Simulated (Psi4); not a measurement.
# CH2FNOSn (SMILES O=C=[N][SnH2][F]) at PBE/def2-TZVPP (density fitting, core potential, sweep point 4)

What is the vertical singlet–triplet gap of CH2FNOSn at PBE/def2-TZVPP (density fitting, core potential, sweep point 4)? 

The results are computed with Psi4 1.11.

**1. The molecule**

CH2FNOSn has 7 atoms, charge 0, and is taken as a singlet. SMILES: `O=C=[N][SnH2][F]`. Geometry: relaxed at PBE0-D4/def2-TZVP. This is one conformer, not always the lowest.

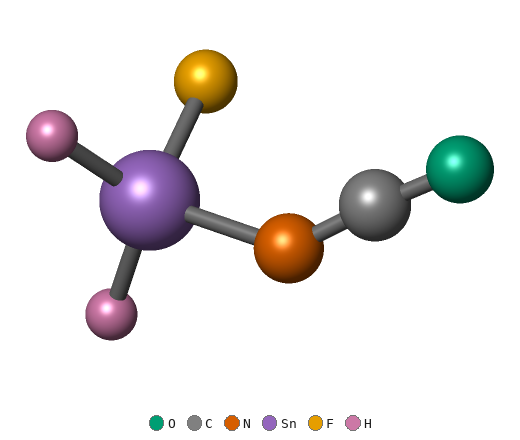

The structure, seen from a chosen angle (oxygen teal, carbon grey, nitrogen orange, tin purple, fluorine amber, hydrogen pink).

**2. The energy at PBE/def2-TZVPP (density fitting, core potential, sweep point 4)**

Input file ch2fnosn.dat:

```
memory 1.6 GB

molecule molecule1 {
  0 1
  O     -0.41895228    -5.42219117    -1.76046886
  C     -0.22960172    -3.60332977    -0.53630427
  N     -0.03949528    -1.81073557     0.84924292
  Sn     0.29744289     1.94944147     0.60187777
  F     -1.65747878     2.85348645    -2.30565484
  H     -1.16898458     3.20516448     3.14677194
  H      3.33309894     2.69947377    -0.08163617
  units bohr
  symmetry c1
}

set {
  basis def2-TZVPP
  puream true
  scf_type df
  dft_radial_points 99
  dft_spherical_points 590
}

result, w = energy("pbe", return_wfn=True)
```

On the command line:

```bash
$ psi4 ch2fnosn.dat ch2fnosn.out -n 1
```

ch2fnosn.out:

```text
[...]
    !!!  WARNING: ECP capability is in beta. Please check occupations closely.  !!!
[...]
  Running in c1 symmetry.
[...]
  Nuclear repulsion =  244.264027256676428
[...]
  Multiplicity = 1
[...]
  Nalpha       = 27
  Nbeta        = 27
[...]
    Number of basis functions: 202
[...]
 WARNING: Atomic UHF is not converging! Try casting from a smaller basis or call Rob at CCMST.
   -------------------------
[...]
   @DF-RKS iter   1:  -482.76184694955066   -8.96148e-01   5.80789e-03 DIIS/ADIIS
[...]
   @DF-RKS iter  11:  -483.30699500237517   -7.58478e-08   5.05593e-07 DIIS
[...]
    Orbital Energies [Eh]
    ---------------------
    Doubly Occupied:
       1A    -24.220665     2A    -18.792662     3A    -14.002283
       4A    -10.001974     5A     -4.941159     6A     -3.323601
       7A     -3.322177     8A     -3.319601     9A     -1.060544
      10A     -1.017725    11A     -0.992551    12A     -0.986533
      13A     -0.984890    14A     -0.983836    15A     -0.962312
      16A     -0.846457    17A     -0.536837    18A     -0.452364
      19A     -0.418923    20A     -0.414947    21A     -0.408741
      22A     -0.363507    23A     -0.359670    24A     -0.332075
      25A     -0.314610    26A     -0.276106    27A     -0.265806
[...]
  @DF-RKS Final Energy:  -483.30699500237517
   => Energetics <=
    Nuclear Repulsion Energy =            244.2640272566764281
    One-Electron Energy =               -1231.9888166992825518
    Two-Electron Energy =                 554.3559880244054057
    DFT Exchange-Correlation Energy =     -49.9381935841744138
    Empirical Dispersion Energy =           0.0000000000000000
    VV10 Nonlocal Energy =                  0.0000000000000000
    Total Energy =                       -483.3069950023751744
[...]
 Multipole Moments:
 ------------------------------------------------------------------------------------
     Multipole            Electronic (a.u.)      Nuclear  (a.u.)        Total (a.u.)
 ------------------------------------------------------------------------------------
 L = 1.  Multiply by 2.5417464519 to convert [e a0] to [Debye]
 Dipole X            :         10.7824363          -10.1364925            0.6459438
 Dipole Y            :         45.0080724          -44.1110156            0.8970568
 Dipole Z            :         19.3050740          -18.3843947            0.9206793
 Magnitude           :                                                    1.4386120
[...]
```

It took 46 s on 1 thread of Intel Xeon Platinum 8259CL at 2.50GHz (Skylake/Cascade Lake), shared host; peak memory 1.1 GiB.

**3. The triplet at the same level**

Input file calc.inp:

```
memory 1.6 GB

molecule geom {
  0 3
  O     -0.41895228    -5.42219117    -1.76046886
  C     -0.22960172    -3.60332977    -0.53630427
  N     -0.03949528    -1.81073557     0.84924292
  Sn     0.29744289     1.94944147     0.60187777
  F     -1.65747878     2.85348645    -2.30565484
  H     -1.16898458     3.20516448     3.14677194
  H      3.33309894     2.69947377    -0.08163617
  units bohr
  symmetry c1
}

set globals {
  reference            uks
  puream               true
  scf_type             df
  dft_radial_points    99
  dft_spherical_points 590
  maxiter              100
}

e_tot, wfn = energy("pbe/def2-TZVPP", return_wfn=True)
```

On the command line:

```bash
$ psi4 -i calc.inp -o calc.out -n 1
```

calc.out:

```text
[...]
    !!!  WARNING: ECP capability is in beta. Please check occupations closely.  !!!
[...]
  Running in c1 symmetry.
[...]
  Nuclear repulsion =  244.264027256676428
[...]
  Multiplicity = 3
[...]
  Nalpha       = 28
  Nbeta        = 26
[...]
    Number of basis functions: 202
[...]
 WARNING: Atomic UHF is not converging! Try casting from a smaller basis or call Rob at CCMST.
   -------------------------
[...]
   @DF-UKS iter   1:  -482.45951824266916   -5.93820e-01   5.96233e-03 DIIS/ADIIS
[...]
   @DF-UKS iter  16:  -483.10707754678896   -2.23797e-08   5.61649e-07 DIIS
[...]
   @S^2 Observed:                2.006051019E+00
[...]
    Orbital Energies [Eh]
    ---------------------
    Alpha Occupied:
       1A    -24.208906     2A    -18.839856     3A    -14.049244
       4A    -10.021928     5A     -4.915959     6A     -3.298082
       7A     -3.296605     8A     -3.295449     9A     -1.059105
      10A     -1.047642    11A     -0.973298    12A     -0.965347
      13A     -0.961367    14A     -0.960599    15A     -0.943739
      16A     -0.887622    17A     -0.548577    18A     -0.488020
      19A     -0.460432    20A     -0.448355    21A     -0.426504
      22A     -0.369785    23A     -0.360078    24A     -0.329367
      25A     -0.323590    26A     -0.313125    27A     -0.306362
      28A     -0.084557
    Alpha Virtual:
[...]
  @DF-UKS Final Energy:  -483.10707754678896
   => Energetics <=
    Nuclear Repulsion Energy =            244.2640272566764281
    One-Electron Energy =               -1231.6848388375592549
    Two-Electron Energy =                 554.2306651327390910
    DFT Exchange-Correlation Energy =     -49.9169310986452146
    Empirical Dispersion Energy =           0.0000000000000000
    VV10 Nonlocal Energy =                  0.0000000000000000
    Total Energy =                       -483.1070775467889575
[...]
 Multipole Moments:
 ------------------------------------------------------------------------------------
     Multipole            Electronic (a.u.)      Nuclear  (a.u.)        Total (a.u.)
 ------------------------------------------------------------------------------------
 L = 1.  Multiply by 2.5417464519 to convert [e a0] to [Debye]
 Dipole X            :         10.6604900          -10.1364925            0.5239975
 Dipole Y            :         44.0512170          -44.1110156           -0.0597986
 Dipole Z            :         19.1097764          -18.3843947            0.7253817
 Magnitude           :                                                    0.8968433
[...]
```

Run time: 89 s. Hardware: 1 thread of Intel Xeon Platinum 8259CL at 2.50GHz (Skylake/Cascade Lake), shared host; peak memory 1.1 GiB.

**4. What came out**

At PBE/def2-TZVPP (density fitting, core potential, sweep point 4):

| quantity | value |
| --- | --- |
| singlet: total energy | -483.30700 Eh |
| singlet: dipole moment | 3.66 D |
| singlet: HOMO energy | -7.23 eV |
| singlet: LUMO energy | -2.00 eV |
| singlet: HOMO–LUMO gap | 5.23 eV |
| triplet: total energy | -483.10708 Eh |
| triplet: dipole moment | 2.28 D |
| triplet: HOMO energy (highest over α and β) | -2.30 eV |
| triplet: ⟨S²⟩ | 2.006 |
| vertical energy of the triplet above the singlet | 5.440 eV |

In words: At this shape the triplet lies 5.44 eV (125 kcal/mol) above the singlet.
